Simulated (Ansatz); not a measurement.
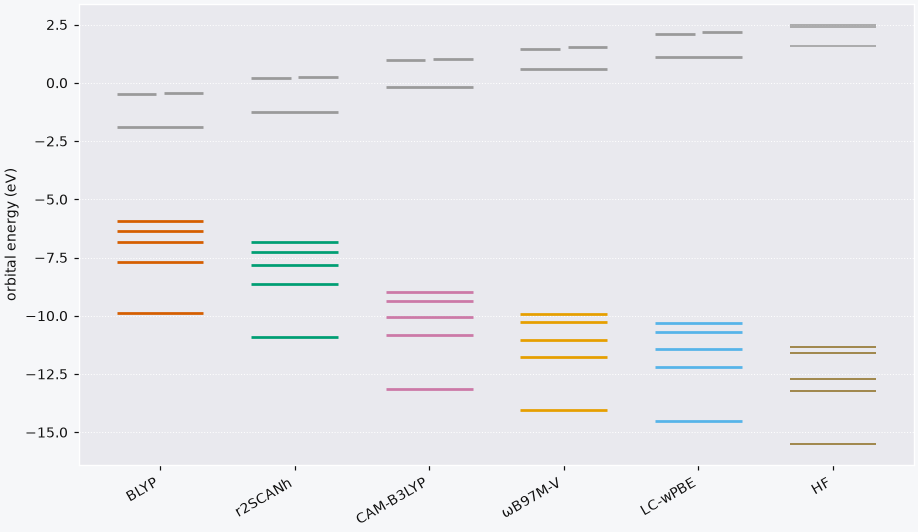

Frontier orbital energies of CH₄O₂Zn, SMILES C[O][Zn][OH], singlet at one geometry, def2-TZVPP, the Ansatz code 0.2.0, at a PBE0-D4/def2-TZVP geometry (a minimum by its frequencies). Empty levels are grey, levels within 0.1 eV stand side by side; all columns show the same few orbitals around the gap.

Compare the HOMO-LUMO separations.

The separation grows from 4.01 eV (BLYP) to 12.94 eV (HF).

```csv
level,HOMO (eV),LUMO (eV),separation (eV)
BLYP,−5.92,−1.91,4.01
r2SCANh,−6.84,−1.26,5.58
CAM-B3LYP,−8.99,−0.17,8.81
ωB97M-V,−9.92,0.58,10.50
LC-wPBE,−10.31,1.13,11.43
HF,−11.35,1.59,12.94
```

Caveats, for all or some of the runs: empty levels above zero depend strongly on the basis; no scalar relativity up to krypton; one conformer of a flexible molecule.
